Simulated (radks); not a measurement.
**Atomic calculation for Pd⁺**

The palladium ion Pd⁺ in the configuration [Kr] 4d9 (open shells shared over both j by 2j + 1). Computed at this level: Dirac Kohn-Sham, LDA (Slater exchange, Perdew-Wang correlation), spin-unpolarised, spherical densities, point nucleus (the in-house radial solver radks).

The program's output:
```
1s1/2   1   2.0000        -886.88897035
2s1/2   1   2.0000        -129.84607684
2p1/2   1   2.0000        -120.54499054
2p3/2   1   4.0000        -114.69617200
3s1/2   1   2.0000         -23.73664991
3p1/2   1   2.0000         -20.06170866
3p3/2   1   4.0000         -19.04204156
3d3/2   1   4.0000         -12.50925672
3d5/2   1   6.0000         -12.30572985
4s1/2   1   2.0000          -3.55495417
4p1/2   1   2.0000          -2.41511273
4p3/2   1   4.0000          -2.24889444
4d3/2   1   3.6000          -0.55783022
4d5/2   1   5.4000          -0.54004261
Etot -5041.835331733985
Ekin 5264.866789863861
Encl -12207.959514294642
Eh 2040.3117038866426
Exc -139.05431118984674
err 1.1043802049711674e-09
it 15
```

Slater integrals of the outer shells (hartree):

```
       integral   value
F0(4d5/2,4d5/2)  0.6208
F2(4d5/2,4d5/2)  0.3019
F4(4d5/2,4d5/2)  0.1950
F0(4d5/2,4d3/2)  0.6254
F2(4d5/2,4d3/2)  0.3043
F4(4d5/2,4d3/2)  0.1966
G0(4d5/2,4d3/2)  0.6248
G2(4d5/2,4d3/2)  0.3042
G4(4d5/2,4d3/2)  0.1965
F0(4d5/2,4p3/2)  0.7143
F2(4d5/2,4p3/2)  0.3425
G1(4d5/2,4p3/2)  0.4278
G3(4d5/2,4p3/2)  0.2594
F0(4d5/2,4p1/2)  0.7219
```

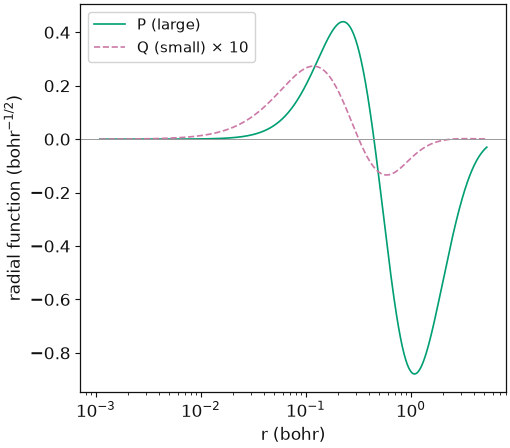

Fig. 1: The large and small radial components of one occupied spinor. It is 4d3/2. The spinor has κ = 2: the large component has l = 2 and 1 radial node (r = 0.445 bohr), the small one has l = 1. The small component carries 0.019 % of the norm; ⟨r⟩ = 1.45 bohr and the eigenvalue is −15.2 eV. The nodes of P give n − l − 1 and its extent picks the shell; Q has as many nodes as P for κ < 0 and one more for κ > 0.

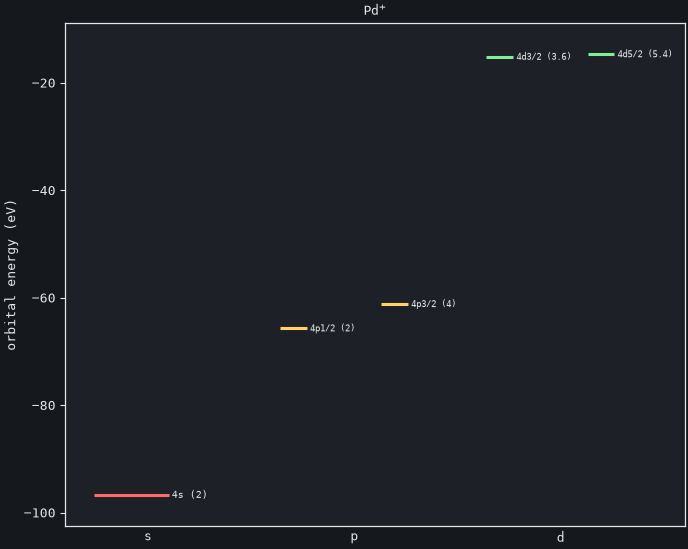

Fig. 2: The outer levels are drawn by angular momentum (occupations in brackets, the lower j at the left of each column). The highest occupied level is 4d5/2 at −14.7 eV. The highest 4 occupied levels, from the top down, are 4d5/2 (−14.7 eV), 4d3/2 (−15.2 eV), 4p3/2 (−61.2 eV), 4p1/2 (−65.7 eV). Spin-orbit splittings: 4d 0.484 eV, 4p 4.52 eV. The semi-empirical ionisation energy (NIST) is 19.4 eV; minus the highest level, 14.7 eV, lies 24 % below it, as is usual for a semilocal functional, whose potential decays too fast.

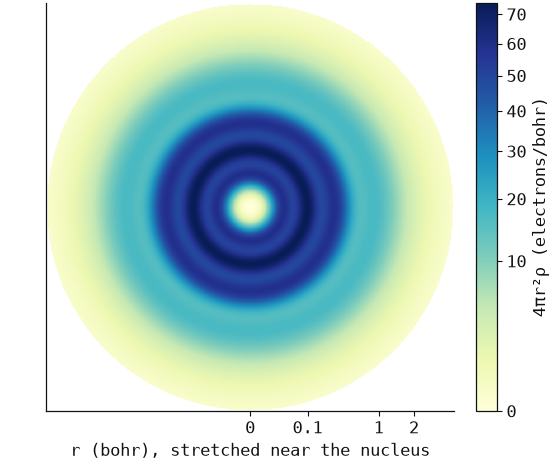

Fig. 3: The radial density 4πr²ρ as a disc about the nucleus, with the radius drawn as r to the power 0.35. There are 4 maxima, at r = 0.0226, 0.0991, 0.299 and 0.902 bohr, parted by minima at 0.0445, 0.194 and 0.681 bohr, inside which lie 2.0, 11.2 and 29.1 electrons.

Input file:
```
Z 46
configuration [Kr] 4d9
relativity Dirac
functional lda,pw
spin unpolarised
j_filling average
nucleus point
c 137.035999084
```

Energies in input and log are in hartree, lengths in bohr.

The run was one of a batch that the task file lists, launched with:
```bash
python <driver script> task.json out
```

Summary:

- outcome: converged
- total energy: −5041.8353 hartree
- kinetic energy: 5264.8668 hartree
- electron–nucleus energy: −12207.9595 hartree
- Hartree energy: 2040.3117 hartree
- exchange–correlation energy: −139.054311 hartree
- radius at density 0.001 e/bohr³: 3.67 bohr
- SCF iterations: 15
- hardware: 1 CPU thread, shared host
- wall time: 4.8 s
